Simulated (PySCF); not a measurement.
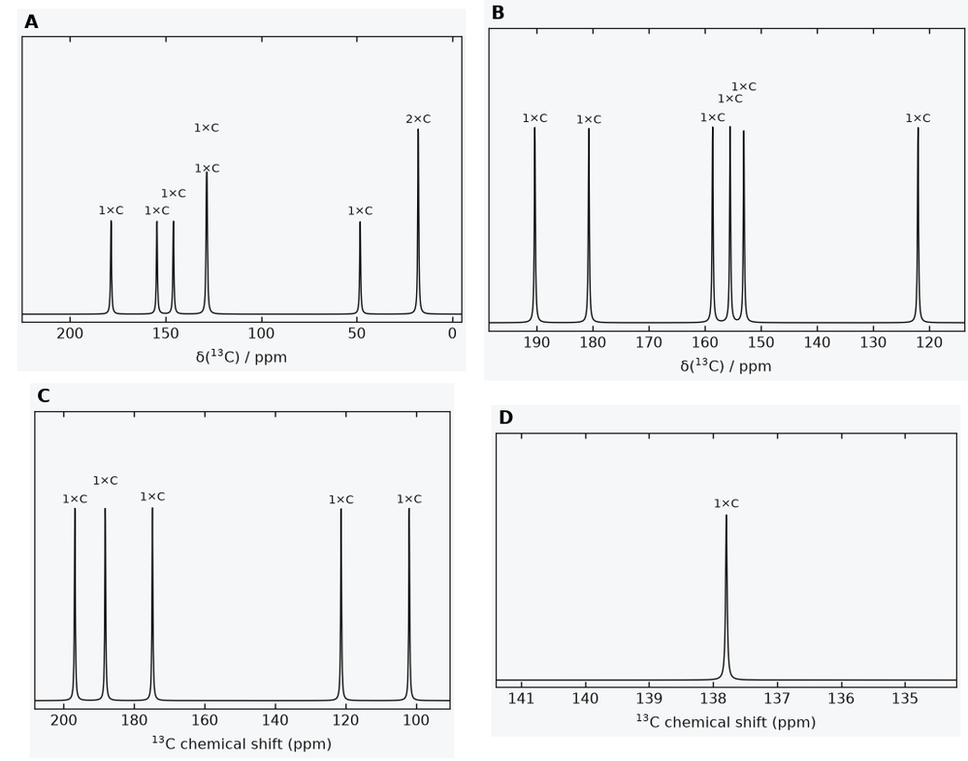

GIAO shifts, PBE0/pcSseg-1 (IEF-PCM acetone), PySCF, at a PBE0-D3(BJ)/def2-SVP geometry (no frequency check), against TMS for ¹³C computed at the same level. fully decoupled, line heights follow the number of nuclei, widths are arbitrary (no quadrupolar broadening); values of one conformer, averaged over methyl-type rotors and exact or near symmetry; other conformers aren't averaged in.

Assign the panels.
1. C₅H₄BF₃O₃, SMILES O=C(C1=[O+][BH2-]OC=C1)C(F)(F)F
2. C₈H₁₁NSi, SMILES c1ccc(C2C[SiH2]C2)nc1
3. C₆H₇F₃OSi₂, SMILES O=C(C1=C[SiH2]C=C[SiH2]1)C(F)(F)F
4. CH₂B₃F₃O₃S, SMILES FC(F)(F)SB1OBOBO1

A: 2 (178.5 (1 C), 154.5 (1 C), 145.8 (1 C), 128.6 (1 C), 128.2 (1 C), 48.2 (1 C), 17.8 (2 C) ppm)
B: 3 (190.3 (1 C), 180.7 (1 C), 158.6 (1 C), 155.5 (1 C), 153.0 (1 C), 122.0 (1 C) ppm)
C: 1 (196.8 (1 C), 188.2 (1 C), 174.8 (1 C), 121.2 (1 C), 101.9 (1 C) ppm)
D: 4 (137.8 (1 C) ppm)
